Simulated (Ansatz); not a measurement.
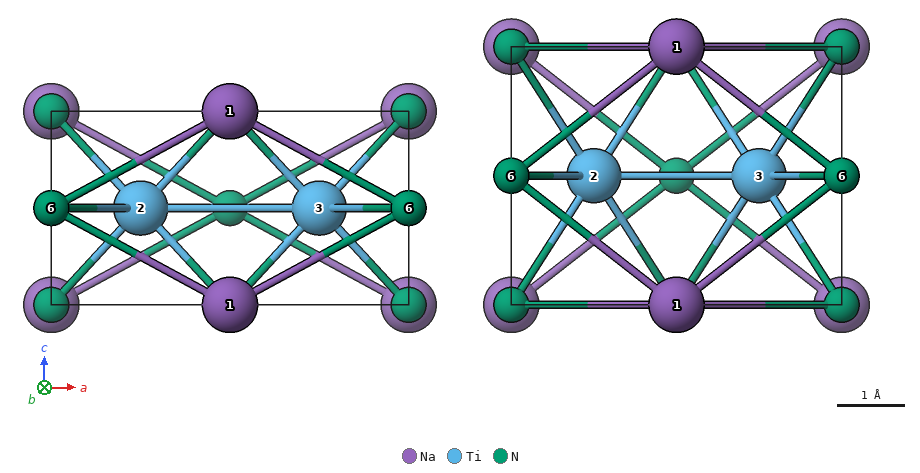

Two geometries of crystalline NaTi2N3 (built on the CeAl2Cu3-65 type type), drawn at one scale. One is the start of a relaxation, the other its converged end. Style: ball-and-stick. Shown: the conventional cell (2 times the calculation's cell), along the b axis. Lengths and directions refer to the drawn axes.

Level of theory: Ansatz, DFT, PBEsol, plane waves, PAW. (plane-wave cutoff 420 eV; k-point mesh 6 × 6 × 6; occupations fermi dirac; smearing width 0.03 eV; no spin polarisation; cell and atoms relaxed; force threshold 0.01 eV/Å; at most 120 steps)

> Which of the two is the end point?

The left one is the relaxed one. The energy falls by 1033 meV per atom in 13 accepted moves (16 points after the start). Largest force component: 2.7 eV/Å at the start, 0.00025 eV/Å at the end. The pressure goes from −23.16 to 0.00 GPa. The SCF was repeated 3 times at an unchanged geometry on a basis and grid sized afresh for the cell, which shifted the energy by 11.4 meV per atom at most. The largest moves relative to the cell, 1.10 Å, are those of N atoms. Ti and Na stay in place. The volume changes by −7.3 %, with a 4.957 → 5.361 Å (+8.2 %), b 8.289 → 9.476 Å (+14.3 %), c 3.875 → 2.904 Å (−25.1 %). Near-neighbour distances that change, for instance: Ti–Ti 3.875 → 2.904 Å, Na–Na 3.875 → 2.904 Å, N–Na 2.815 → 3.751 Å, N–Na 2.810 → 2.114 Å. Bonds break, among them: N–Na (2.82 → 3.75 Å). Among the angles between lasting bonds that change: Na–N–Ti 72.2° → 97.3°, Ti–N–Ti 61.7° → 84.6°, Ti–N–Ti 144.5° → 165.3°. The space group stays Cmmm (No. 65). Cost: 49 s on 2 threads of Intel(R) Xeon(R) Platinum 8488C (Sapphire Rapids), on a shared host, peak memory 0.47 GiB.
